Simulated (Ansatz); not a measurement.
Fields on a plane of MnO (rock salt)

```xyz
2
Lattice="0.0000 2.2251 2.2251 2.2251 0.0000 2.2251 2.2251 2.2251 0.0000" Properties=species:S:1:pos:R:3 pbc="T T T"
O      0.0000     0.0000     0.0000
Mn     2.2251     2.2251     2.2251
```

The slice is a {100} plane (indices of the conventional cell) through the point (0.500, 0.500, 0.500) (fractional), spanned by u = [100] and v = [0 1 -1] in vectors of this cell: u (3.15 Å) and v (3.15 Å, at 90° to u). It covers one period; positions are fractions (u, v).

Atoms on it: O at (0.50, 0.50); Mn at (0.00, 0.00).

Calculation: r2SCAN (plane waves to 500 eV, PAW, scalar-relativistic; Ansatz, a quantum-chemistry and plane-wave program). k mesh 13×13×13. Near the nuclei the fields are pseudised (PAW); where an atom keeps semicore shells as valence, they peak there. At this level the bands of MnO touch or barely overlap; measurements give the solid a gap. MnO is run spin-polarised and with no Hubbard U; the real compound is an antiferromagnetic insulator, a state that this run doesn't describe. MnO was relaxed with its symmetry unable to fall. Relaxed MnO ends ferromagnetic. The magnetic order is the one the run started from; other orders were not tried.

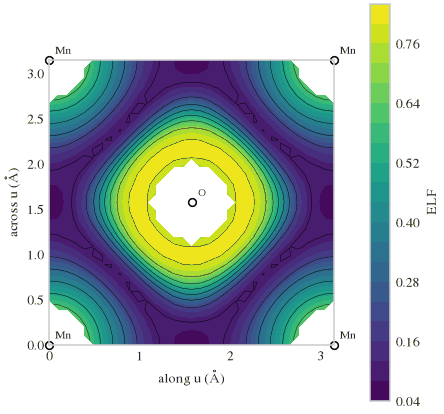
ELF of the up spins, one period of the plane, atoms marked. Points within 0.4 Å of a nucleus are left white, as the pseudised field means little there.

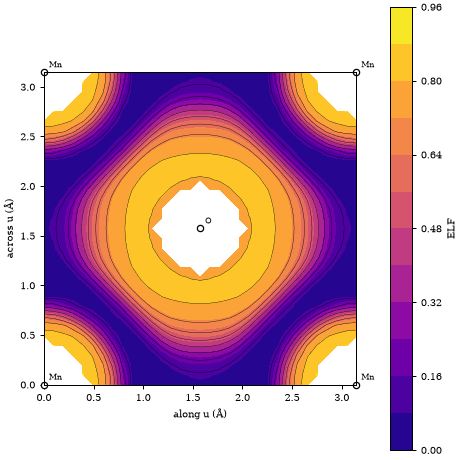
Fig. 1. ELF of the down spins, one period of the plane, atoms marked. Points within 0.4 Å of a nucleus are left white, as the pseudised field means little there.

The density on the O–Mn line (2.23 Å) at its midpoint comes out as 0.36 e/Å³ and the ELF at that point is 0.13.
